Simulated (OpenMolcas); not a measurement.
**CH4F2Si (SMILES C[SiH](F)F): the HOMO–LUMO gap, rung by rung**

CH4F2Si has 8 atoms, charge 0, and is taken as a singlet. SMILES: `C[SiH](F)F`. The coordinates come from a PBE0-D4/def2-TZVP relaxation.

```xyz
8

C    -0.3871    0.8817   -0.1747
Si    0.3293   -0.7752    0.1806
F     1.9163   -0.6783    0.2267
F    -0.0354   -1.7839   -0.9940
H    -0.0134    1.2690   -1.1254
H    -0.1227    1.5910    0.6133
H    -1.4768    0.8244   -0.2314
H    -0.1181   -1.3857    1.4490
```

Each level gives the HOMO–LUMO gap (eV). The values are calculated.

| level | kind | program | value (eV) | CPU time |
| --- | --- | --- | --- | --- |
| HF/cc-pVDZ | Hartree–Fock | OpenMolcas | 17.74 | 9.8 s |
| SVWN5/cc-pVDZ | LDA | OpenMolcas | 8.20 | 30 s |
| BLYP/cc-pVDZ | GGA | OpenMolcas | 8.41 | 40 s |
| PBE/cc-pVDZ | GGA | OpenMolcas | 8.37 | 40 s |
| M06-L/cc-pVDZ | meta-GGA | OpenMolcas | 9.34 | 48 s |
| B3LYP/cc-pVDZ | global hybrid | OpenMolcas | 10.38 | 37 s |
| BHLYP/cc-pVDZ | global hybrid | OpenMolcas | 13.25 | 35 s |
| M06-2X/cc-pVDZ | hybrid meta-GGA | OpenMolcas | 13.04 | 47 s |

The values span 8.20 to 17.74 eV. Orbital gaps aren't excitation energies; they tend to grow with the share of exact exchange. CPU times are rough (shared hosts, several kinds of processor and program).

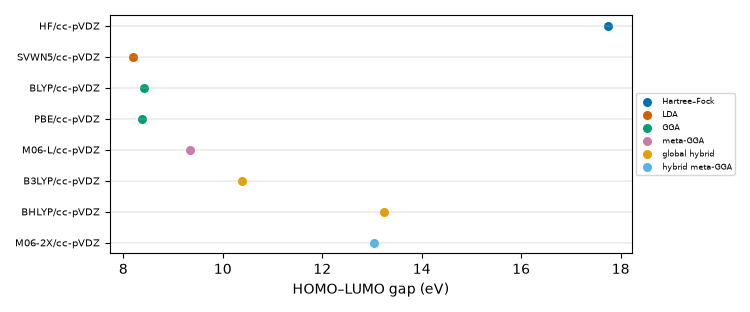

The values of the table, level by level.
